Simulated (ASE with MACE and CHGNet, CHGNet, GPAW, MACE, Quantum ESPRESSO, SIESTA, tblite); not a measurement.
# Machine-learned potentials runs on random packing of P45S55 (at. %) (78 atoms)

How do the settings of machine-learned potentials change the result for random packing of P45S55 (at. %) (78 atoms)? A plane-wave run serves as the yardstick.

Calculated with ASE with MACE and CHGNet; the method is named at each step.

### 1. Starting point

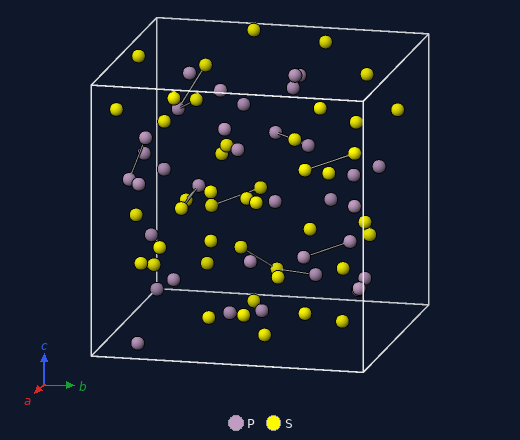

The starting structure, seen slightly off an axis (phosphorus pink, sulfur yellow). Bonds to atoms that aren't drawn are left out. Some periodic images of atoms are drawn too.

The cell holds 78 atoms: 35 P and 43 S. Its edges and angles: a = 12.566 Å, b = 12.566 Å, c = 12.566 Å, α = 90.0°, β = 90.0°, γ = 90.0°. 78 atoms (35 P, 43 S) packed at random in a cube at 2.06 g/cm³ and pushed apart as soft spheres; a start for melting by ab initio MD, not an equilibrated structure. Then every atom was moved at random, 0.02 Å r.m.s. a Cartesian component.

The yardstick, on the same geometry:

```
method                 : Kohn-Sham DFT, PBE, SSSP efficiency 1.3.0 pseudopotentials, plane waves (Quantum ESPRESSO 7.5); sssp-pbe-1.3.0-efficiency, cutoffs 45/360 Ry, Γ point
r.m.s. force component : 0.9011 eV/Å
longest force          : 2.535 eV/Å
pressure               : -9.756 GPa
time                   : 9.5 min on 4 MPI ranks of Arm Neoverse V2, shared host
CPU time               : 38 min
```

### 2. MACE MP-0b3 medium potential

Method: machine-learned interatomic potential MACE MP-0b3 medium, trained on PBE(+U) plane-wave data.

run.py

```python
import numpy as np
from ase.io import read
import mlip  # loads the published weights by name

atoms = read("structure.xyz")
atoms.calc = mlip.calc("mace-mp-0b3-medium")
energy = atoms.get_potential_energy()
forces = atoms.get_forces()
print(f"energy {energy:.6f} eV")
print("forces (eV/A)")
for i, (a, f) in enumerate(zip(atoms, forces)):
    print(f"{i:4d} {a.symbol:2s} {f[0]:10.5f} {f[1]:10.5f} {f[2]:10.5f}")
stress = -atoms.get_stress(voigt=False) * 160.21766
print("stress (GPa, compression positive)")
for row in stress:
    print(" ".join(f"{x:10.4f}" for x in row))
```

structure.xyz

```xyz
78
Lattice="12.56590 0.00000 0.00000 0.00000 12.56590 0.00000 0.00000 0.00000 12.56590" Properties=species:S:1:pos:R:3 pbc="T T T"
P 9.03878 5.12136 11.75465
P 11.87804 5.99632 10.71080
P 2.59561 1.61183 9.07911
P 1.82218 10.70929 6.75631
P 4.98502 10.30341 7.12122
P 1.78473 10.04405 1.52449
P 7.22489 3.25369 11.98875
P 12.07621 2.07513 7.97646
P 9.64847 1.05528 7.53074
P 5.07926 6.71434 8.91023
P 0.68132 0.17102 0.15230
P 3.60289 8.21056 2.03970
P 1.37031 4.34428 9.14370
P 2.45977 6.89189 10.33080
P 8.13805 5.70253 8.81020
P 12.02557 7.22250 4.68444
P 6.55839 6.43575 0.99836
P 10.40142 1.62238 0.15795
P 4.55036 7.69762 11.48976
P 2.28159 0.29743 3.07563
P 2.45802 0.93201 6.20718
P 4.61332 4.48263 0.30120
P 8.02609 11.24296 2.61898
P 4.60616 0.52551 7.45258
P 10.11178 1.91919 9.62762
P 12.22989 12.29900 3.78611
P 6.58981 3.52499 6.63517
P 2.13470 8.55738 5.17929
P 11.03877 9.44893 4.77291
P 7.21496 2.51695 2.36566
P 7.58918 8.21533 12.26733
P 1.76425 7.42695 7.52057
P 5.00186 6.67413 5.68569
P 9.60399 11.24573 5.25343
P 11.25905 11.84713 7.33120
S 11.59606 3.58782 11.92893
S 0.61661 7.94944 12.06377
S 0.56936 2.47259 1.46631
S 4.83863 1.04108 2.37533
S 8.58000 0.20520 10.45558
S 0.87145 2.73698 4.22767
S 7.29161 5.91565 6.34993
S 11.11353 2.81325 4.84353
S 5.10213 0.27607 4.70404
S 8.99543 10.11743 8.19749
S 11.81458 9.69509 9.01955
S 10.30680 4.97786 7.34979
S 6.93072 8.74926 5.00688
S 11.91122 6.88611 2.14575
S 4.02461 4.20028 7.90106
S 5.39844 9.87579 0.41744
S 3.93024 4.83624 3.19551
S 11.18302 7.29400 7.20705
S 6.95560 11.29700 5.49331
S 2.47837 6.15201 1.89645
S 1.22681 4.78384 0.01646
[... 18 atom lines left out ...]
S 9.16142 1.47599 3.54308
S 1.96933 3.47812 6.94894
S 5.51593 9.93787 2.90448
S 5.23093 10.47770 9.64584
```

Launch:

```bash
$ OMP_NUM_THREADS=1 python run.py > output.txt
```

The program printed:

```text
energy -300.131209 eV
forces (eV/A)
   0 P     0.02233   -0.25853    0.91204
   1 P     0.89620   -0.08597    0.80755
   2 P     0.86603   -0.58626    1.37307
   3 P     1.01377   -0.92786   -1.03133
   4 P    -0.38642    1.27548    1.55199
   5 P     0.77861   -0.69902    0.81878
   6 P    -0.20842    0.59199   -0.52385
   7 P    -2.12757   -0.58989    0.27777
   8 P     1.63519    0.46007    0.82287
   9 P     1.10684    1.29582    0.73579
  10 P    -0.36802    1.79837    1.38658
  11 P    -1.51287   -0.35508   -0.94106
  12 P     0.14171   -0.54140    0.40213
  13 P     0.15421    0.52108    0.34015
  14 P    -0.16710    0.79046   -1.29970
  15 P     0.11158   -0.22477    0.05938
  16 P    -0.32512    0.40546   -1.47794
  17 P     1.44030    1.19813   -1.00709
  18 P    -0.66023   -0.76669   -0.58241
  19 P    -1.28034   -1.14428    0.45554
  20 P     0.93677   -0.70746    0.87783
  21 P     1.49041    1.10690    0.66231
  22 P    -0.53665   -0.26053    1.69076
  23 P    -1.53201   -0.65478   -0.96484
[...]
70 S    -0.41036    0.44515   -1.54450
  71 S    -0.18698    0.03329   -0.03808
  72 S    -1.18057    0.33502   -0.12465
  73 S     0.68603    0.20026    0.23523
  74 S    -1.19770    0.26758   -0.87760
  75 S     1.01087    0.91780    1.14569
  76 S     1.67373    0.30908   -1.62922
  77 S    -1.09226    0.07636   -1.81687
stress (GPa, compression positive)
   -8.7952    -0.5584    -0.4661
   -0.5584    -9.3455    -0.3571
   -0.4661    -0.3571    -9.4546
```

Run time: 7.3 s. Hardware: 1 thread of Arm Neoverse V2, shared host; peak memory 0.84 GiB.

Banners, paths, timers and routine set-up lines are dropped from the logs unmarked, and long logs keep their key lines alone; longer cuts are marked.

Numbers from this run, and their distance from the reference:

```yaml
r_m_s_force_component: 0.9034 eV/Å
r_m_s_difference_of_force_components: 310.9 meV/Å
longest_difference_of_force_vectors: 1287 meV/Å
force_difference_over_r_m_s_force: 34.5 %
slope_of_forces_against_the_reference_s: 0.943
correlation_of_force_components: 0.9406
pressure: -9.198 GPa
pressure_difference: 0.5579 GPa
```

Length of the force difference by element (eV/Å):

| element | atoms | mean | most |
| --- | --- | --- | --- |
| P | 35 | 0.48 | 1.3 |
| S | 43 | 0.51 | 1.2 |

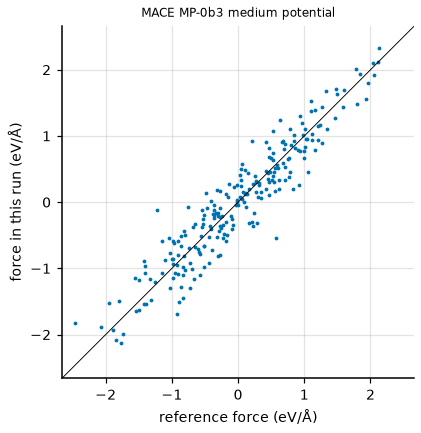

Force components against those of the reference; the line marks equality.

A closer look about P33, which bears the longest force: 9 atoms, nearest first, numbered in the order of the input, with positions taken from that point.

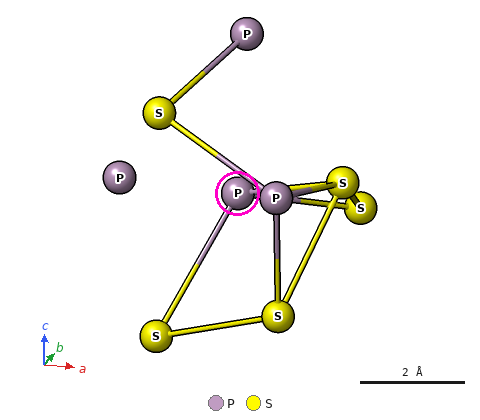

The atoms of the table, within 3.7 Å (arrows a, b, c point along x, y, z); some may hide others; the central atom is ringed.

| atom | x | y | z | distance (Å) | Fx | Fy | Fz (eV/Å) |
| --- | --- | --- | --- | --- | --- | --- | --- |
| P33 | 0.00 | 0.00 | 0.00 | 0.00 | 2.33 | 0.13 | 0.83 |
| S42 | 2.29 | -0.76 | 0.66 | 2.50 | -2.09 | -0.35 | 0.64 |
| S48 | 1.93 | 2.08 | -0.68 | 2.91 | -0.08 | -0.22 | -0.36 |
| P10 | 0.08 | 0.04 | 3.22 | 3.23 | 1.11 | 1.30 | 0.74 |
| S52 | -1.07 | -1.84 | -2.49 | 3.28 | -0.49 | 1.17 | -1.99 |
| S62 | 1.55 | -2.59 | -1.60 | 3.42 | 0.09 | -1.07 | -1.15 |
| S50 | -0.98 | -2.47 | 2.22 | 3.46 | -0.81 | -0.31 | -0.04 |
| P28 | -2.87 | 1.88 | -0.51 | 3.47 | -0.49 | 1.08 | 1.91 |
| P27 | 1.59 | -3.15 | 0.95 | 3.65 | 0.56 | 0.92 | -1.08 |

Atoms are counted from 1 here, from 0 in the log.

Forces lie 35 % from the reference's, at 0.0032 times its CPU time (on 1 against 4 cores).

### 3. MACE MP-0b2 small potential

Method: machine-learned interatomic potential MACE MP-0b2 small, trained on PBE(+U) plane-wave data.

run.py, as its differences from that of step 2:

```diff
@@ -5,3 +5,3 @@
 atoms = read("structure.xyz")
-atoms.calc = mlip.calc("mace-mp-0b3-medium")
+atoms.calc = mlip.calc("mace-mp-0b2-small")
 energy = atoms.get_potential_energy()
```

structure.xyz is that of step 2.

The program printed:

```text
energy -307.476816 eV
forces (eV/A)
   0 P    -0.46798    0.08010    1.49591
   1 P     0.48244   -0.44003    1.17224
   2 P     1.14229   -1.44694    1.77097
   3 P     0.64418   -0.29297    0.10730
   4 P     0.50557    0.90706    1.87008
   5 P     0.55549   -0.23695    0.26518
   6 P    -0.24001    0.55847   -0.54291
   7 P    -1.58124   -1.19152   -0.00887
   8 P     1.58575    0.59927    0.90761
   9 P     0.75624    0.75672    0.83505
  10 P     0.01090    0.77096    0.64581
  11 P    -0.24126   -0.32421   -0.62865
  12 P    -0.23440    0.39192    0.27245
  13 P     0.81474    0.52238    0.44477
  14 P     0.08739    1.04119   -1.81746
  15 P    -0.74691   -0.38000   -0.40177
  16 P    -0.15897    0.23290   -1.17618
  17 P     0.40198    0.33978   -0.31834
  18 P    -0.92307   -0.15499   -0.44172
  19 P     0.18976   -0.62101    0.09827
  20 P     1.07153   -0.39030    1.06167
  21 P     1.08431    0.16256   -0.39701
  22 P    -1.01018   -0.64335    0.99477
  23 P    -1.36806   -0.21693   -1.08289
[...]
70 S    -0.50598    0.85560   -1.40955
  71 S    -0.03661   -1.02454    0.00358
  72 S    -0.69912    0.75537   -0.41927
  73 S    -0.07390    0.37629   -0.20717
  74 S    -0.86688    0.42822   -0.60656
  75 S     0.80422    0.50553    0.81722
  76 S     1.38268    0.33385   -1.45575
  77 S    -0.80944   -0.48668   -1.83406
stress (GPa, compression positive)
   -5.4980    -0.7822    -0.7081
   -0.7822    -6.3757    -0.2190
   -0.7081    -0.2190    -6.7949
```

Run time: 5.9 s. Hardware: 1 thread; peak memory 0.67 GiB.

Compared with the plane-wave run:

| Quantity | Value |
| --- | --- |
| r.m.s. force component | 0.8185 eV/Å |
| r.m.s. difference of force components | 457.2 meV/Å |
| longest difference of force vectors | 1539 meV/Å |
| force difference over r.m.s. force | 50.74 % |
| slope of forces against the reference's | 0.7837 |
| correlation of force components | 0.8629 |
| pressure | -6.223 GPa |
| pressure difference | 3.533 GPa |

Against the first run (35 %), the force difference from the reference is 51 %, at 0.81 times the CPU time.

### 4. CHGNet r2SCAN potential

Method: machine-learned interatomic potential CHGNet r2SCAN, trained on r2SCAN plane-wave data.

run.py, as its differences from that of step 3:

```diff
@@ -5,3 +5,3 @@
 atoms = read("structure.xyz")
-atoms.calc = mlip.calc("mace-mp-0b2-small")
+atoms.calc = mlip.calc("chgnet-r2scan")
 energy = atoms.get_potential_energy()
```

structure.xyz is that of step 3.

The program printed:

```text
CHGNet vr2scan initialized with 412,525 parameters
CHGNet will run on cpu
energy -601.235535 eV
forces (eV/A)
   0 P    -0.00446   -0.19894    1.10543
   1 P     0.96570    0.30309    0.96061
   2 P     1.37469   -0.60220    1.77829
   3 P     0.98755   -0.85636   -0.86309
   4 P     0.25837    2.01708    1.88335
   5 P     0.80678   -0.42267    0.87080
   6 P     0.02617    0.22600   -0.39708
   7 P    -1.45452   -0.54932    0.22085
   8 P     1.24500    0.82315    0.36778
   9 P     1.41548    1.60373    1.21718
  10 P    -0.24732    1.09385    1.37483
  11 P    -1.31369    0.18941   -0.80251
  12 P     0.29530   -0.78842   -0.23833
  13 P     0.09805    0.71939    0.33456
  14 P    -0.14613    1.17321   -1.51703
  15 P     0.05685   -0.70221    0.04013
  16 P    -0.02419    0.72248   -1.60057
  17 P     1.30897    0.88129   -0.58778
  18 P     0.23230   -0.56098   -0.46323
  19 P    -0.10171   -0.86563    0.05504
  20 P     0.94087   -0.25968    0.82691
  21 P     1.12830    0.49975    0.75802
  22 P    -0.55545   -0.23684    1.32997
  23 P    -1.32981   -0.99722   -1.56131
[...]
70 S     0.11266    0.36968   -1.89211
  71 S    -0.06664   -1.33217   -0.71521
  72 S    -0.90516   -0.10560   -1.20206
  73 S     1.23858   -0.04385    0.20738
  74 S    -1.34550    0.84109   -0.97446
  75 S     0.98581    0.40739    1.94458
  76 S     0.40224   -0.43921   -1.76480
  77 S    -1.83840    1.11443   -2.40229
stress (GPa, compression positive)
   -9.5944    -0.8306    -0.5648
   -0.8306   -10.3650    -0.4847
   -0.5648    -0.4847    -9.8480
```

The job ended after 3 s (1 thread; peak memory 0.64 GiB).

Against the reference:

- r.m.s. force component: 1.061 eV/Å
- r.m.s. difference of force components: 521.4 meV/Å
- longest difference of force vectors: 1787 meV/Å
- force difference over r.m.s. force: 57.87 %
- slope of forces against the reference's: 1.026
- correlation of force components: 0.8712
- pressure: -9.936 GPa
- pressure difference: -0.1795 GPa

Against the first run (35 %), the force difference from the reference is 58 %, at 0.41 times the CPU time; this potential was trained at another functional than the reference's, which explains only part of so large a difference.

### 5. All runs compared

Differences are against the plane-wave reference, forces as r.m.s. over components; share is that over the reference's r.m.s. force, slope the least-squares factor from reference forces to these. Total energies of different programs have different zeros and aren't compared.

| run | Δ force, r.m.s. (meV/Å) | share (%) | slope | Δ pressure (GPa) | cores | CPU time | memory (GiB) |
| --- | --- | --- | --- | --- | --- | --- | --- |
| reference | - | - | - | - | 4 | 38 min | 5.0 |
| MACE MP-0b3 medium potential | 311 | 34.5 | 0.943 | 0.558 | 1 | 7.3 s | 0.84 |
| MACE MP-0b2 small potential | 457 | 50.7 | 0.784 | 3.53 | 1 | 5.9 s | 0.67 |
| CHGNet r2SCAN potential | 521 | 57.9 | 1.026 | -0.179 | 1 | 3 s | 0.64 |

Times of the machine-learned potentials are mostly Python's start and the loading of weights.

CPU time is summed over cores on a shared host, where runs went side by side, so it is rough. Symmetry, cutoffs, thresholds, outputs and thread counts weren't matched or tuned between programs; memory under MPI is the largest rank's times the ranks.

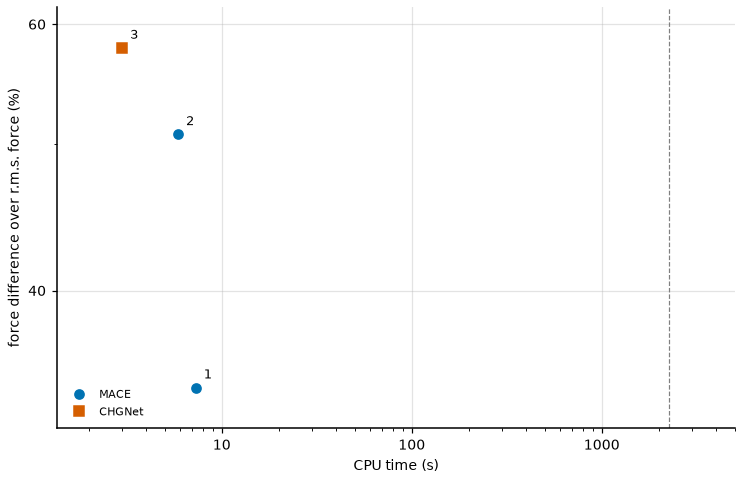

Force difference against CPU time; the dashed line marks the reference's time. Points: 1 MACE MP-0b3 medium potential; 2 MACE MP-0b2 small potential; 3 CHGNet r2SCAN potential.

A second geometry, displaced anew (every atom was moved at random, 0.04 Å r.m.s. a Cartesian component), gives an energy difference that all programs can be tested on. The reference puts it at -3.268 meV/atom.

| run | energy less the first geometry's (meV/atom) | error (meV/atom) | force share at the second geometry (%) |
| --- | --- | --- | --- |
| MACE MP-0b3 medium potential | -2.688 | 0.580 | 36.4 |
| MACE MP-0b2 small potential | -1.401 | 1.87 | 51.9 |
| CHGNet r2SCAN potential | -10.98 | -7.71 | 60.3 |

### 6. Outcome

```
nearest in forces : MACE MP-0b3 medium potential, 35 %
its CPU time      : 7.3 s
```

In words: Machine-learned potentials differ by 35 % (MACE MP-0b3 medium potential) to 58 % (CHGNet r2SCAN potential); they were trained on other programs' data, some at another functional. Among those trained on PBE data the slope goes as low as 0.78, with a correlation of 0.86, so directions differ as well as sizes. The energy difference between the two geometries, -3.27 meV/atom in the reference, is met best by MACE MP-0b3 medium potential (+0.58) and worst by CHGNet r2SCAN potential (-7.71). The reference's pressure holds the uncorrected Pulay stress of its 45 Ry basis, so small pressure differences, and their order, may be the reference's own error. The electron count is odd in QE PBE, sssp-1.3.0-efficiency, 45/360 Ry, and they have no spin polarisation, so the unpaired electron is spread evenly over both spins. Machine-learned potentials mimic data converged in k, so the reference's own k-point error enters their differences. The reference's pressure of -9.8 GPa belongs to a cell and atoms that aren't relaxed at this level. The electronic-structure runs sample only Γ, in a cell whose shortest periodic width is 13 Å, which is coarse for a cell with partly filled levels.

[Also dropped from logs without a mark: logging warnings of Python, and SIESTA's first energy breakdown and zero terms.]

[Logs are printed without paths, hosts, clocks, repeated set-up lines and the standing remarks that a program may print on its own settings, such as how far it seeks lower states.]

[Hosts, paths, dates, database ids (printed as entryN), source tags and the programs' standing remarks are cut or masked in the printed files.]
